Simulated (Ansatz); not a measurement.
**CH6O3Si: molecular dynamics**

Aim: follow the molecule's vibrations and see whether its bonds hold. The start is relaxed first. Runs: 300 steps of 0.5 fs under a Langevin thermostat at 500 K. SMILES of the start: CO[SiH](O)O.

Program: Ansatz 0.2.0. Level of theory: RKS PBE-D4/STO-3G. These are calculated values, not measurements.

**1. The structure to begin with**

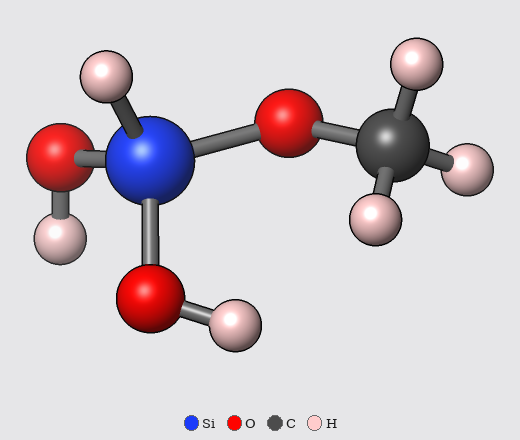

Start, viewed from a chosen angle; silicon blue, oxygen red, carbon dark grey, hydrogen pink.

As a file:

```xyz
11

Si    0.0000    0.0000    0.0000
O     0.0000    0.0000    1.6800
C    -1.1112   -0.3437    2.4945
H    -1.8140   -0.9775    1.9143
H    -0.7584   -0.9037    3.3856
H    -1.6313    0.5809    2.8212
O     1.5842    0.0000   -0.5594
H     1.9006   -0.9521   -0.6761
H    -0.6877    1.1914   -0.4862
O    -0.7913   -1.3709   -0.5594
H    -1.2459   -1.8365    0.2129
```

**2. Preparing the start**

Input file input.yaml:

```yaml
crystal:
  periodic: [false, false, false]
  atoms:
    - { symbol: Si, position_ang: [0.0, 0.0, 0.0] }
    - { symbol: O, position_ang: [0.0, 0.0, 1.68] }
    - { symbol: C, position_ang: [-1.1112, -0.3437, 2.4945] }
    - { symbol: H, position_ang: [-1.814, -0.9775, 1.9143] }
    - { symbol: H, position_ang: [-0.7584, -0.9037, 3.3856] }
    - { symbol: H, position_ang: [-1.6313, 0.5809, 2.8212] }
    - { symbol: O, position_ang: [1.5842, 0.0, -0.5594] }
    - { symbol: H, position_ang: [1.9006, -0.9521, -0.6761] }
    - { symbol: H, position_ang: [-0.6877, 1.1914, -0.4862] }
    - { symbol: O, position_ang: [-0.7913, -1.3709, -0.5594] }
    - { symbol: H, position_ang: [-1.2459, -1.8365, 0.2129] }
basis:
  gaussian: { orbitals: STO-3G }
hamiltonian:
  xc: pbe
  dispersion: d4
relax:
  f_tol: 0.02
  max_steps: 40
```

On the command line:

```console
$ ansatz run input.yaml --threads 1 --pin off --max-ram 2048MiB --backend cpu --events-out ev --progress --plain --runs-dir out
```

Log (excerpt; [...] marks lines left out):

```text
Warning: RAYON_NUM_THREADS=1 ignored (pool sized by the plan → 1); use --threads N
[...]
Functional definition: PBE
[...]
506 factors; integrals over basis functions are off by at most 9.4e-6 eV
[...]
mean field -14951.49381573 eV, -549.4572632417 hartree, gradient 6.5e-5 eV, S^2 0.000000; 0 other end points of the search recorded, 0 dependent functions left out
[...]
reference -14951.49383887 eV, -549.4572640921 hartree; 25, 25 occupied and 10, 10 virtual orbitals, 506 factors
relax step   1: F+E_penalty+E_count = -14951.69770386 eV  Δ(F+E_penalty+E_count) = +0.000e0 eV  max|allowed force component| = 2.322e0 eV/Å  Δτ_max = 0.0000 Å  (22 SCF iters, accepted)
[...]
relax step   4: F+E_penalty+E_count = -14952.14775429 eV  Δ(F+E_penalty+E_count) = -5.194e-2 eV  max|allowed force component| = 8.952e-1 eV/Å  Δτ_max = 0.1014 Å  (25 SCF iters, accepted)
[...]
relax step   7: F+E_penalty+E_count = -14952.28266123 eV  Δ(F+E_penalty+E_count) = -4.078e-2 eV  max|allowed force component| = 2.103e-1 eV/Å  Δτ_max = 0.2000 Å  (27 SCF iters, accepted)
[...]
relax step  10: F+E_penalty+E_count = -14952.29485513 eV  Δ(F+E_penalty+E_count) = -4.518e-4 eV  max|allowed force component| = 5.974e-2 eV/Å  Δτ_max = 0.0473 Å  (25 SCF iters, accepted)
[...]
relax step  13: F+E_penalty+E_count = -14952.29620870 eV  Δ(F+E_penalty+E_count) = -5.607e-4 eV  max|allowed force component| = 3.480e-2 eV/Å  Δτ_max = 0.0423 Å  (26 SCF iters, accepted)
[...]
relax step  15: F+E_penalty+E_count = -14952.29638563 eV  Δ(F+E_penalty+E_count) = -1.769e-4 eV  max|allowed force component| = 7.093e-3 eV/Å  Δτ_max = 0.0147 Å  (28 SCF iters, accepted)
508 factors; integrals over basis functions are off by at most 3.5e-5 eV
[...]
mean field -14952.09574594 eV, -549.4793837687 hartree, gradient 1.2e-5 eV, S^2 0.000000; 1 other end points of the search recorded, 0 dependent functions left out
[...]
reference -14952.09576891 eV, -549.4793846130 hartree; 25, 25 occupied and 10, 10 virtual orbitals, 508 factors
Total energy: -14952.29640861 eV, -549.4867579857 hartree
Atom 0 at    -0.123146    -0.055193     0.031299 Å, force    -0.007093     0.003755     0.002056 eV/Å
Atom 1 at     0.196090    -0.400058     1.710825 Å, force    -0.000342    -0.003962     0.002076 eV/Å
Atom 2 at    -1.049997    -0.308950     2.483247 Å, force     0.000623     0.000716    -0.006732 eV/Å
Atom 3 at    -1.850747    -1.011992     2.134850 Å, force     0.000138     0.000862     0.002215 eV/Å
Atom 4 at    -0.808291    -0.575430     3.538044 Å, force     0.000634     0.000043     0.001866 eV/Å
Atom 5 at    -1.498270     0.718634     2.492853 Å, force     0.000781     0.000533     0.001244 eV/Å
Atom 6 at     1.441181    -0.042490    -0.681062 Å, force     0.002334    -0.002826    -0.000348 eV/Å
Atom 7 at     1.911407    -0.843963    -0.227017 Å, force     0.000908     0.001753     0.000344 eV/Å
Atom 8 at    -0.748070     1.232000    -0.254957 Å, force     0.000156    -0.000159    -0.000734 eV/Å
Atom 9 at    -1.231202    -1.207071    -0.612770 Å, force     0.000910    -0.002445    -0.000985 eV/Å
Atom 10 at    -0.793956    -2.117587    -0.387914 Å, force     0.000952     0.001730    -0.001002 eV/Å
Dipole moment:    -0.010520    -0.243627     0.157763 e Å
```

Wall time 35 s (1 thread of Arm Neoverse V1, shared host); peak memory 0.12 GiB.

Step by step:

```tsv
step	energy from step 1 (eV)	largest force component (eV/Å)
1	0.0000	2.3224
2	-0.2890	0.9166
3	-0.3981	0.5939
4	-0.4500	0.8952
5	-0.5388	0.1597
6	-0.5442	0.6127
7	-0.5850	0.2103
8	-0.5877	0.1937
9	-0.5967	0.1339
10	-0.5972	0.0597
11x	-0.5971	0.2402
12	-0.5979	0.0174
13	-0.5985	0.0348
14x	-0.5971	0.1130
15	-0.5987	0.0071
```

Step 1 is the start. 2 steps were tried and not accepted (marked x).

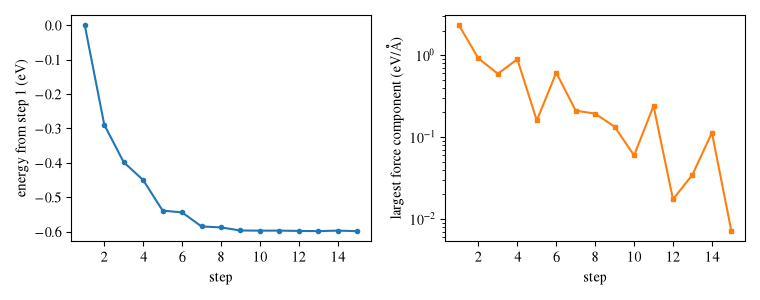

Energy and largest force along the relaxation.

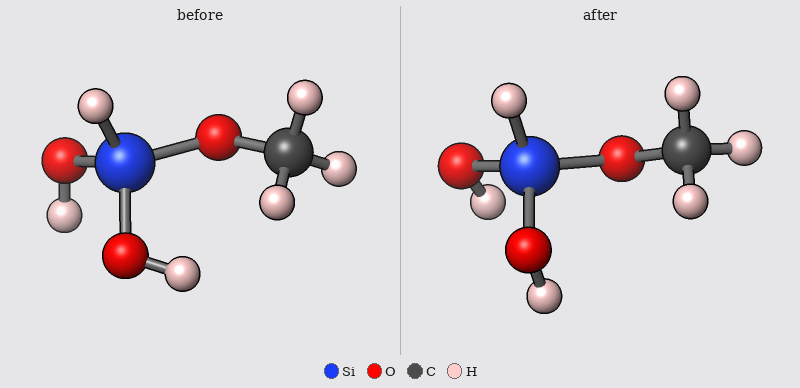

The structure before (left) and after (right), drawn at the same scale.

After: Bond lengths: Si1–O2 1.744 Å, O2–C3 1.469 Å, C3–H4 1.121 Å, C3–H5 1.114 Å, C3–H6 1.121 Å, Si1–O7 1.719 Å, O7–H8 1.034 Å, Si1–H9 1.459 Å, Si1–O10 1.723 Å, O10–H11 1.035 Å. Angles (14 of 15 angles, heavy atoms first): Si1–O2–C3 109.8°, O2–Si1–O7 103.5°, O2–Si1–O10 110.2°, O7–Si1–O10 115.8°, O2–Si1–H9 116.2°, O7–Si1–H9 107.6°, H9–Si1–O10 103.9°, O2–C3–H4 113.8°, O2–C3–H5 107.4°, O2–C3–H6 113.6°, Si1–O7–H8 103.1°, Si1–O10–H11 103.6°, H4–C3–H5 107.4°, H4–C3–H6 107.0°.

**3. The run**

300 steps of 0.5 fs under a Langevin thermostat at 500 K, from the relaxed start.

Input file input.yaml:

```yaml
crystal:
  periodic: [false, false, false]
  atoms:
    - { symbol: Si, position_ang: [-0.123146, -0.055193, 0.031299] }
    - { symbol: O, position_ang: [0.19609, -0.400058, 1.710825] }
    - { symbol: C, position_ang: [-1.049997, -0.30895, 2.483247] }
    - { symbol: H, position_ang: [-1.850747, -1.011992, 2.13485] }
    - { symbol: H, position_ang: [-0.808291, -0.57543, 3.538044] }
    - { symbol: H, position_ang: [-1.49827, 0.718634, 2.492853] }
    - { symbol: O, position_ang: [1.441181, -0.04249, -0.681062] }
    - { symbol: H, position_ang: [1.911407, -0.843963, -0.227017] }
    - { symbol: H, position_ang: [-0.74807, 1.232, -0.254957] }
    - { symbol: O, position_ang: [-1.231202, -1.207071, -0.61277] }
    - { symbol: H, position_ang: [-0.793956, -2.117587, -0.387914] }
basis:
  gaussian: { orbitals: STO-3G }
hamiltonian:
  xc: pbe
  dispersion: d4
md:
  timestep: 0.5
  n_steps: 300
  ensemble: nvt_langevin
  temperature: 500.0
  initial_velocities: maxwell_boltzmann
  seed: 944132
  friction: 0.005
```

On the command line:

```console
$ ansatz run input.yaml --threads 1 --pin off --max-ram 2048MiB --backend cpu --events-out ev --progress --plain --runs-dir out
```

Log (excerpt; [...] marks lines left out):

```text
Warning: RAYON_NUM_THREADS=1 ignored (pool sized by the plan → 1); use --threads N
[...]
[... 1 set-up line as earlier in the session ...]
[...]
509 factors; integrals over basis functions are off by at most 8.7e-6 eV
[...]
mean field -14952.09573007 eV, -549.4793831855 hartree, gradient 2.7e-5 eV, S^2 0.000000; 0 other end points of the search recorded, 0 dependent functions left out
[...]
reference -14952.09575291 eV, -549.4793840248 hartree; 25, 25 occupied and 10, 10 virtual orbitals, 509 factors
md step     0: t =     0.00 fs  T =   454.5 K  F+E_penalty+E_count = -14952.29636977 eV  E_kin = 0.646300 eV  (24 SCF iters)
[...]
md step    21: t =    10.50 fs  T =   335.6 K  F+E_penalty+E_count = -14952.03682399 eV  E_kin = 0.477228 eV  (28 SCF iters, 3 dispersion substeps)
[...]
md step    42: t =    21.00 fs  T =   270.1 K  F+E_penalty+E_count = -14951.95707016 eV  E_kin = 0.384005 eV  (28 SCF iters, 3 dispersion substeps)
[...]
md step    63: t =    31.50 fs  T =   256.4 K  F+E_penalty+E_count = -14951.84628196 eV  E_kin = 0.364528 eV  (26 SCF iters, 3 dispersion substeps)
[...]
md step    84: t =    42.00 fs  T =   350.3 K  F+E_penalty+E_count = -14951.95059106 eV  E_kin = 0.498078 eV  (26 SCF iters, 3 dispersion substeps)
md step    85: t =    42.50 fs  T =   381.0 K  F+E_penalty+E_count = -14951.97568303 eV  E_kin = 0.541792 eV  (26 SCF iters, 3 dispersion substeps)
```

**4. The log goes on: dynamics from the start**

Output, continued (excerpt; [...] marks lines left out):

```text
md step    86: t =    43.00 fs  T =   410.3 K  F+E_penalty+E_count = -14951.98971692 eV  E_kin = 0.583416 eV  (27 SCF iters, 3 dispersion substeps)
[...]
md step   113: t =    56.50 fs  T =   367.8 K  F+E_penalty+E_count = -14951.97169016 eV  E_kin = 0.522958 eV  (29 SCF iters, 3 dispersion substeps)
[...]
md step   140: t =    70.00 fs  T =   340.5 K  F+E_penalty+E_count = -14951.92423711 eV  E_kin = 0.484125 eV  (29 SCF iters, 3 dispersion substeps)
[...]
md step   167: t =    83.50 fs  T =   374.4 K  F+E_penalty+E_count = -14951.94018830 eV  E_kin = 0.532341 eV  (28 SCF iters, 3 dispersion substeps)
[...]
md step   194: t =    97.00 fs  T =   383.6 K  F+E_penalty+E_count = -14952.00004986 eV  E_kin = 0.545428 eV  (27 SCF iters, 3 dispersion substeps)
md step   195: t =    97.50 fs  T =   394.2 K  F+E_penalty+E_count = -14952.00129423 eV  E_kin = 0.560512 eV  (28 SCF iters, 3 dispersion substeps)
md step   196: t =    98.00 fs  T =   374.9 K  F+E_penalty+E_count = -14951.99390115 eV  E_kin = 0.533082 eV  (25 SCF iters, 3 dispersion substeps)
```

**5. The output, continued: dynamics from the start**

The log, continued (excerpt; [...] marks lines left out):

```text
md step   197: t =    98.50 fs  T =   378.0 K  F+E_penalty+E_count = -14951.97698708 eV  E_kin = 0.537473 eV  (27 SCF iters, 3 dispersion substeps)
[...]
md step   219: t =   109.50 fs  T =   308.3 K  F+E_penalty+E_count = -14951.92480398 eV  E_kin = 0.438312 eV  (28 SCF iters, 3 dispersion substeps)
[...]
md step   241: t =   120.50 fs  T =   418.7 K  F+E_penalty+E_count = -14952.06497156 eV  E_kin = 0.595351 eV  (27 SCF iters, 3 dispersion substeps)
[...]
md step   263: t =   131.50 fs  T =   384.8 K  F+E_penalty+E_count = -14951.91984960 eV  E_kin = 0.547183 eV  (27 SCF iters, 3 dispersion substeps)
[...]
md step   299: t =   149.50 fs  T =   322.8 K  F+E_penalty+E_count = -14951.80214859 eV  E_kin = 0.458925 eV  (28 SCF iters, 3 dispersion substeps)
[...]
Atom 1 at     0.094553    -0.293310     1.458642 Å, force    -0.223993     0.000575     0.865694 eV/Å
Atom 2 at    -1.179787    -0.063889     2.169755 Å, force    -0.108275     0.741561    -1.329884 eV/Å
Atom 3 at    -2.030071    -0.817430     2.130552 Å, force     0.730724     0.015662    -0.507826 eV/Å
Atom 4 at    -0.927741     0.036196     3.218578 Å, force     0.300234     0.081704     1.278143 eV/Å
Atom 5 at    -1.606528     0.927910     1.847555 Å, force    -0.270850    -0.242554     0.215441 eV/Å
Atom 6 at     1.516383    -0.051267    -0.778128 Å, force     1.430075    -0.089447    -0.345558 eV/Å
Atom 7 at     2.047862    -0.708681    -0.170560 Å, force    -0.200498     0.257529    -0.276003 eV/Å
Atom 8 at    -0.816782     0.892894    -0.725168 Å, force    -0.646772     0.249412    -0.563885 eV/Å
Atom 9 at    -0.765496    -1.876947    -0.443619 Å, force     0.605317     0.664577    -0.788472 eV/Å
Atom 10 at     0.104273    -2.451248    -0.275910 Å, force    -0.586794     0.424385    -0.050622 eV/Å
Dipole moment:     0.063664    -0.052530    -0.006797 e Å
```

Wall time 10 min (1 thread of Arm Neoverse V1, shared host); peak memory 0.088 GiB.

**6. What the atoms did**

The trajectory, every 16 steps (energies from step 0):

```tsv
time (fs)	T (K)	potential energy change (meV/atom)
0.0	455	0.0
8.0	256	30.3
16.0	217	37.1
24.0	254	36.8
32.0	260	39.3
40.0	302	40.7
48.0	284	36.1
56.0	412	25.7
64.0	421	23.5
72.0	338	34.4
80.0	333	41.6
88.0	277	41.2
96.0	373	29.5
104.0	235	41.3
112.0	268	41.0
120.0	432	20.5
128.0	411	22.6
136.0	355	39.0
144.0	323	43.9
150.0	331	44.5
```

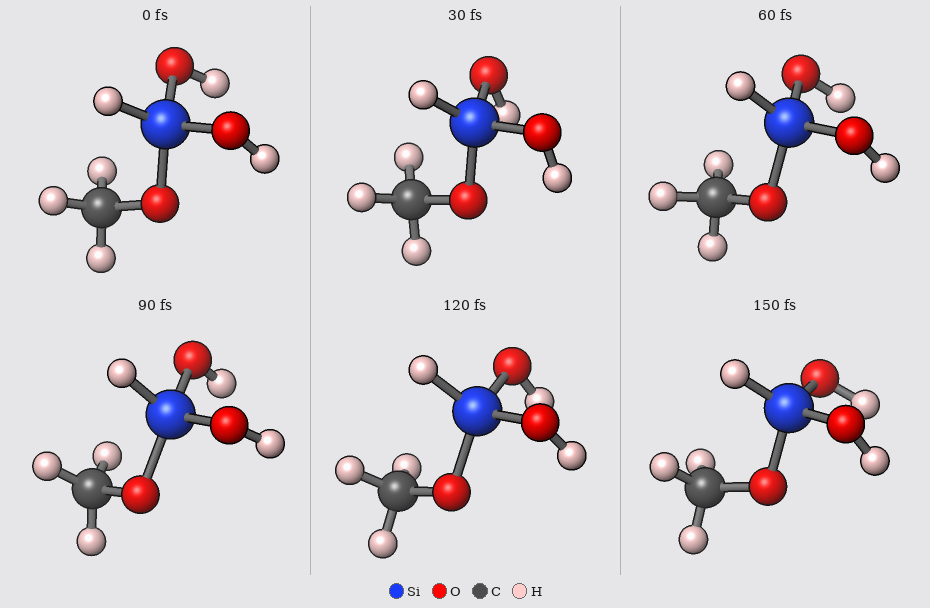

Six frames of the run, seen from a free direction. Sticks join atoms within a bonding distance in each frame.

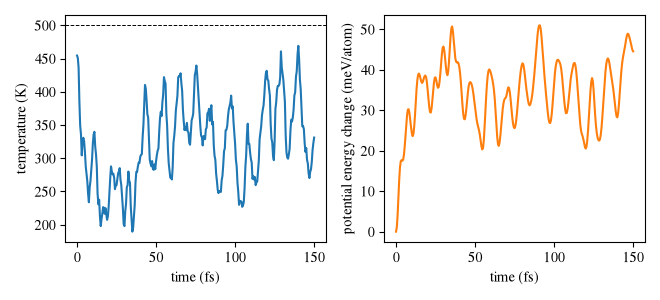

Time series of the run, each on its own scale. The dashed line is the set temperature.

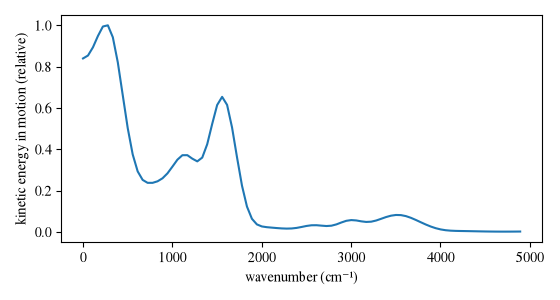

Power spectrum of the mass-weighted velocities; a run of 150 fs resolves no finer than about 440 cm⁻¹.

Maxima of the velocity power spectrum (cm⁻¹, relative height; resolution about 440 cm⁻¹): 280 (100), 1170 (37), 1560 (65).

**7. Positions and forces**

Extended XYZ, with forces in eV/Å:

```xyz
11
time_fs=19.0 T=207 dE=0.4204
Si   -0.144    0.013    0.023    1.006   -1.481   -0.668
O     0.182   -0.412    1.670   -0.609    0.237    1.423
C    -1.108   -0.324    2.419   -1.418    0.619   -0.208
H    -1.911   -0.983    1.927    0.496    0.760    0.287
H    -1.080   -0.709    3.484    0.841    0.255   -0.631
H    -1.547    0.766    2.487    0.708   -1.597   -0.191
O     1.498   -0.098   -0.677   -1.356    0.428    0.529
H     1.955   -0.623    0.094    0.034   -0.096   -0.039
H    -0.799    1.295   -0.243    0.022   -0.067   -0.244
O    -1.167   -1.321   -0.515    0.162    0.210    0.437
H    -0.957   -2.060    0.213    0.114    0.732   -0.696
11
time_fs=37.5 T=279 dE=0.4713
Si   -0.110   -0.024   -0.035   -0.964    0.153    0.785
O     0.104   -0.373    1.667    0.624    0.521   -0.244
C    -1.165   -0.344    2.324   -1.567    0.155    2.626
H    -1.988   -1.022    2.002    0.123   -0.244   -0.831
H    -1.060   -0.626    3.399    0.786   -0.532    0.018
H    -1.672    0.632    2.505    0.169    0.721   -0.956
O     1.445   -0.112   -0.614    1.661    0.202   -0.621
H     2.025   -0.498    0.145   -0.254   -0.148   -0.029
H    -0.707    1.206   -0.581   -0.020   -0.256    0.110
O    -1.144   -1.319   -0.411   -0.366   -0.802   -0.313
H    -0.801   -2.022    0.285   -0.192    0.229   -0.545
11
time_fs=56.0 T=412 dE=0.2822
Si   -0.106   -0.101   -0.037    0.135    0.341   -0.716
O     0.056   -0.237    1.705   -0.633    0.101    0.355
C    -1.281   -0.334    2.373    0.709    0.035   -0.110
H    -2.022   -1.064    1.982    0.200   -0.291   -0.467
H    -1.119   -0.582    3.426    0.579   -0.691    0.646
H    -1.822    0.610    2.484   -0.332    1.147   -0.640
O     1.565   -0.035   -0.663   -1.538   -0.593    1.106
H     1.974   -0.739   -0.007    0.341    0.139   -0.270
H    -0.769    1.067   -0.654    0.124   -0.216    0.345
O    -1.190   -1.403   -0.441    0.786   -0.219   -0.100
H    -0.657   -2.230   -0.084   -0.371    0.246   -0.150
11
time_fs=75.0 T=430 dE=0.2813
Si   -0.068   -0.190   -0.035   -1.520   -0.386    0.500
O     0.050   -0.048    1.708    0.321   -0.145    0.562
C    -1.265   -0.235    2.365    0.144   -0.105   -0.619
H    -1.812   -1.007    1.780   -0.587   -0.334    0.422
H    -1.161   -0.555    3.448    0.230    0.090   -0.752
H    -1.908    0.687    2.357    0.186    0.024    0.003
O     1.504    0.006   -0.623    0.505    0.184   -0.411
H     2.025   -0.855   -0.433    0.062   -0.302    0.194
H    -0.776    0.968   -0.515   -0.184    0.389   -0.379
O    -1.128   -1.504   -0.584    1.361   -0.429    0.933
H    -0.653   -2.379   -0.195   -0.520    1.013   -0.454
11
time_fs=94.0 T=342 dE=0.4178
Si   -0.118   -0.235   -0.028    1.210    1.568   -0.887
O     0.084    0.038    1.693    0.041   -1.034   -0.872
C    -1.235   -0.212    2.308    1.062    1.242    0.783
H    -1.772   -1.120    1.945    0.055   -0.288    0.541
H    -0.955   -0.194    3.417   -1.174   -0.471   -0.812
H    -1.877    0.669    2.064   -0.531   -0.052    0.422
O     1.476   -0.040   -0.682   -0.190    0.119   -0.005
H     2.046   -0.856   -0.406   -0.270   -0.089    0.213
H    -0.848    0.891   -0.663    0.199   -0.326    0.349
O    -0.943   -1.543   -0.731   -0.400   -1.440    0.607
H    -0.695   -2.423   -0.210   -0.002    0.772   -0.339
11
time_fs=112.5 T=272 dE=0.4578
Si   -0.101   -0.195   -0.111   -0.411   -1.046    0.797
O     0.092   -0.033    1.643   -0.607   -0.522   -0.558
C    -1.255   -0.173    2.324    2.607    0.480   -0.785
H    -1.702   -1.140    2.036   -0.465   -0.576    0.582
H    -0.888   -0.109    3.397   -1.473   -0.063   -0.487
H    -1.953    0.629    1.973   -0.110    0.150    0.689
O     1.466   -0.107   -0.743    0.974    0.288   -0.159
H     1.989   -0.835   -0.222   -0.146    0.144   -0.124
H    -0.866    0.936   -0.536   -0.404    0.446   -0.707
O    -0.807   -1.691   -0.765    0.229    0.620    1.205
H    -0.429   -2.368   -0.058   -0.195    0.079   -0.454
11
time_fs=131.0 T=402 dE=0.3426
Si   -0.114   -0.215   -0.184    0.620    0.569   -0.946
O     0.040   -0.193    1.541    1.021    0.487    0.126
C    -1.212   -0.105    2.293   -0.466   -1.000   -1.613
H    -1.846   -1.039    2.024    0.258    1.082    0.877
H    -0.911   -0.109    3.375   -0.563    0.145   -0.253
H    -1.805    0.811    1.980    0.066   -0.364    0.755
O     1.539   -0.101   -0.811   -0.616   -0.421    1.016
H     1.998   -0.856   -0.228   -0.244    0.684   -0.435
H    -1.011    0.695   -0.971    0.562   -0.191    0.755
O    -0.737   -1.726   -0.599   -0.520   -1.103   -0.337
H    -0.068   -2.413   -0.212   -0.119    0.111    0.056
11
time_fs=150.0 T=331 dE=0.4900
Si   -0.067   -0.237   -0.266   -1.029   -2.103    1.503
O     0.095   -0.293    1.459   -0.224    0.001    0.866
C    -1.180   -0.064    2.170   -0.108    0.742   -1.330
H    -2.030   -0.817    2.131    0.731    0.016   -0.508
H    -0.928    0.036    3.219    0.300    0.082    1.278
H    -1.607    0.928    1.848   -0.271   -0.243    0.215
O     1.516   -0.051   -0.778    1.430   -0.089   -0.346
H     2.048   -0.709   -0.171   -0.201    0.258   -0.276
H    -0.817    0.893   -0.725   -0.647    0.249   -0.564
O    -0.765   -1.877   -0.444    0.605    0.665   -0.788
H     0.104   -2.451   -0.276   -0.587    0.424   -0.051
```

**8. Outcome**

```
                        quantity                          value
         relaxation of the start       12 moves, 0.599 eV lower
                          length            300 steps of 0.5 fs
temperature, first and last step                  455 and 331 K
        temperature, second half  mean 338 K, from 227 to 469 K
   potential energy, second half    +36 meV/atom from the start
          bonds formed or broken                              0
```

Against a set 500 K the second half averages 338 K with a spread of 58 K; 36 meV/atom has gone into potential energy, and a thermostat that acts over some 200 fs has not made it up in 150 fs. The bonding pattern survives the run. 150 fs on 11 atoms is far too short and small for converged averages. The nuclei move classically, without zero-point motion, which matters most for hydrogen. The basis is very small, so the numbers are rough.
